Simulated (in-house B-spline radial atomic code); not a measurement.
System: the cadmium ion Cd⁴⁺, configuration [Kr] 4d8 (high spin). All runs are scalar-relativistic, spin-polarised and spherical, computed with an in-house B-spline radial code (spin-free X2C). Hartree-Fock is the average over the configuration. Wanted, and plotted below: the eigenvalue (eV) of the 4d down orbital by 5 methods.

The deepest is Hartree-Fock (−69.8) and the shallowest revTPSS (−61.4), a spread of 8.36 eV. In order (eV): Hartree-Fock (−69.8), LDA (VWN5) (−61.9), PBE (−61.6), RPBE (−61.5), revTPSS (−61.4). On the whole, exact exchange removes self-interaction and deepens occupied levels.

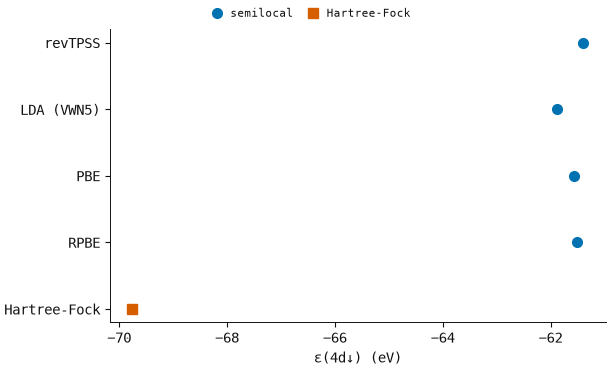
